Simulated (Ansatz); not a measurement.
## InH3Cl2O: a changed input and its effect

System: InH3Cl2O.
Method of the first run: RKS B2PLYP (frozen core)/def2-TZVPP (Ansatz 0.2.0).

The geometry comes from this level: PBE0-D4/def2-TZVP. Text and figures count atoms from 1; the logs count them from 0 in places.

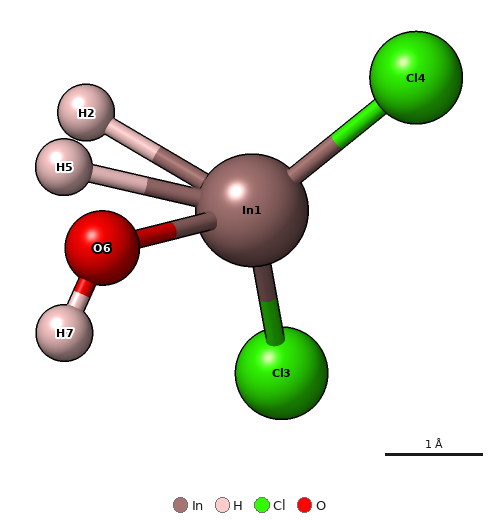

The structure as given in the input (ball-and-stick view, seen at a tilt; atoms are numbered from 1 in the order of the input). Sticks mark near contacts.

### The input, the first run
```yaml
crystal:
  periodic: [false, false, false]
  atoms:
    - {symbol: In, position_ang: [-0.748626, 0.244904, -0.080614]}
    - {symbol: H, position_ang: [0.069044, -1.405966, 0.747509]}
    - {symbol: Cl, position_ang: [-1.369415, -0.140754, -2.267933]}
    - {symbol: Cl, position_ang: [-2.042718, 1.424582, 1.405569]}
    - {symbol: H, position_ang: [0.837890, -0.852560, 0.560253]}
    - {symbol: O, position_ang: [1.332105, 0.338271, 0.197226]}
    - {symbol: H, position_ang: [1.921821, 0.391623, -0.562209]}
basis:
  gaussian: {orbitals: def2-TZVPP}
hamiltonian: {xc: {name: B2PLYP}}
```

Launched with:
```bash
ansatz run in.yaml --threads 4 --pin off --events-out ev --progress --plain --max-ram 9574MiB
```

Hardware: 4 threads of Arm Neoverse V2, 23 GiB of memory available, shared host.

### Output (the first run)
```
Functional definition: B2PLYP
  parameter a = 0.53
  parameter c = 0.27
  exchange = (1 - a)*b88_x + a*exact_x
  correlation = (1 - c)*lyp_c + c*(mp2_os + mp2_ss)
1408 factors; integrals over basis functions are off by at most 8.2e-4 eV
mean field evaluation 1: about -32291.2751 eV, gradient 5.2e1 eV
mean field evaluation 2: about -32291.3115 eV, gradient 5.2e1 eV
mean field evaluation 4: about -32295.9715 eV, gradient 6.6e0 eV
mean field evaluation 8: about -32296.0684 eV, gradient 4.2e-1 eV
mean field evaluation 16: about -32296.0688 eV, gradient 1.3e-4 eV
mean field -32296.06881513 eV, -1186.8586378943 hartree, gradient 6.1e-6 eV, S^2 0.000000; 0 other end points of the search recorded, 0 dependent functions left out
15 core orbitals not correlated: weight in the atoms' cores, before any rotation towards them, 1.000 or more for the frozen orbitals, at most 0.000 for the correlated occupied ones
reference -32296.06899520 eV, -1186.8586445117 hartree; 18, 18 occupied and 174, 174 virtual orbitals, 1408 factors
second order -30.96833669 eV of doubles, -0.00000000 eV of singles
Total energy: -32304.43044610 eV, -1187.1659221649 hartree
```

The input of the second run differs as follows (lines with − go, lines with + come):
```diff
-    - {symbol: In, position_ang: [-0.748626, 0.244904, -0.080614]}
-    - {symbol: H, position_ang: [0.069044, -1.405966, 0.747509]}
-    - {symbol: Cl, position_ang: [-1.369415, -0.140754, -2.267933]}
-    - {symbol: Cl, position_ang: [-2.042718, 1.424582, 1.405569]}
-    - {symbol: H, position_ang: [0.837890, -0.852560, 0.560253]}
-    - {symbol: O, position_ang: [1.332105, 0.338271, 0.197226]}
-    - {symbol: H, position_ang: [1.921821, 0.391623, -0.562209]}
+    - {symbol: In, position_ang: [-0.453224, 0.645318, -0.222605]}
+    - {symbol: H, position_ang: [-0.231984, -1.858926, 0.833225]}
+    - {symbol: Cl, position_ang: [-1.270050, -0.324390, -2.153497]}
+    - {symbol: Cl, position_ang: [-1.892443, 1.280226, 1.446728]}
+    - {symbol: H, position_ang: [0.435849, -1.563975, 1.011034]}
+    - {symbol: O, position_ang: [1.464776, 1.034199, -0.060332]}
+    - {symbol: H, position_ang: [1.947177, 0.787648, -0.854754]}
```

Predict how the results change.

With the same method and basis, the second run lies 20.4 kcal/mol lower.

### Output (the second run)
```
Functional definition: B2PLYP
  parameter a = 0.53
  parameter c = 0.27
  exchange = (1 - a)*b88_x + a*exact_x
  correlation = (1 - c)*lyp_c + c*(mp2_os + mp2_ss)
1402 factors; integrals over basis functions are off by at most 1.1e-3 eV
mean field evaluation 1: about -32291.7985 eV, gradient 5.5e1 eV
mean field evaluation 2: about -32291.8303 eV, gradient 5.4e1 eV
mean field evaluation 4: about -32296.9222 eV, gradient 7.7e0 eV
mean field evaluation 8: about -32297.0580 eV, gradient 4.8e-1 eV
mean field evaluation 16: about -32297.0586 eV, gradient 2.8e-4 eV
mean field -32297.05860383 eV, -1186.8950119581 hartree, gradient 8.6e-6 eV, S^2 0.000000; 0 other end points of the search recorded, 0 dependent functions left out
15 core orbitals not correlated: weight in the atoms' cores, before any rotation towards them, 1.000 or more for the frozen orbitals, at most 0.000 for the correlated occupied ones
reference -32297.05879100 eV, -1186.8950188366 hartree; 18, 18 occupied and 174, 174 virtual orbitals, 1402 factors
second order -30.57487564 eV of doubles, -0.00000000 eV of singles
Total energy: -32305.31400742 eV, -1187.1983924445 hartree
```

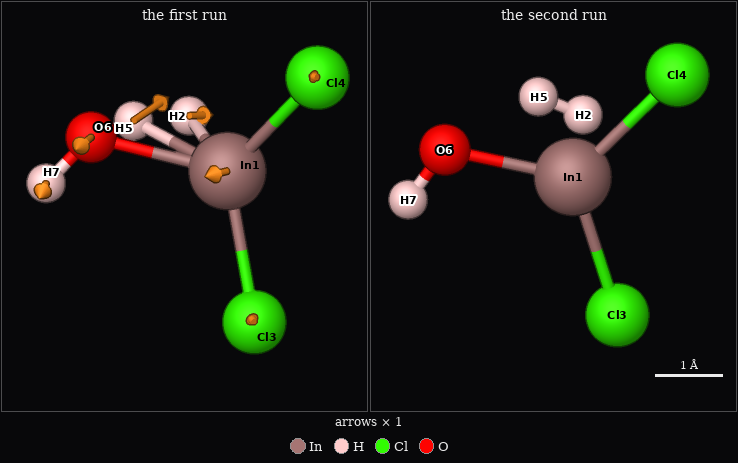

The two input geometries at one scale (ball-and-stick view, seen at a tilt). The orange arrows on the first give the shifts of the atoms after the best rigid fit, at true length. H5 moves most after the best rigid fit: 0.95 Å. Largest moves by element: H 0.95 Å, O 0.73 Å, In 0.53 Å, Cl 0.22 Å. Among the contacts that change: In1–H2 2.020 → 2.727 Å, In1–H5 2.033 → 2.682 Å, H2–H5 0.966 → 0.751 Å, In1–O6 2.101 → 1.964 Å.

### The two runs side by side

```csv
quantity,the first run,the second run
outcome,converged,converged
total energy (hartree),−1187.165922,−1187.198392
basis functions,207,207
wall time (shared host),3.7 s,3.4 s
```
